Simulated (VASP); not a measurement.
Band structure of ZrN (relaxed from the rock salt structure, space group Fm-3m). Level of theory: PBEsol GGA, VASP's PBE PAW potentials (set 64) (plane waves; VASP).

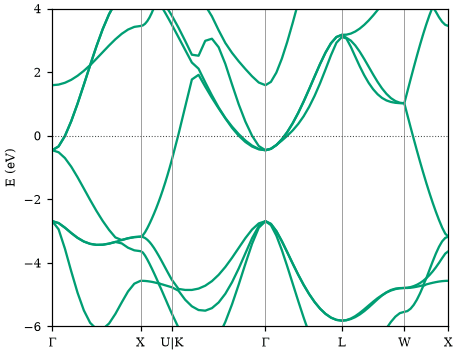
Fig. 1. Bands along high-symmetry lines, zero at the valence-band maximum or, without a gap, the Fermi level

Question: Read the plot: is there a gap, and where are the band edges?

Answer: It has no gap at this level: it comes out as a metal or semimetal. (Edges off the drawn lines would not show.)

The structure was generated: ZrN was put into the rock salt type (Fm-3m), which need not be its known phase. It was relaxed first, which changed the volume by -37 %. The electron count is odd and the run is not spin-polarised, which forces a metal.
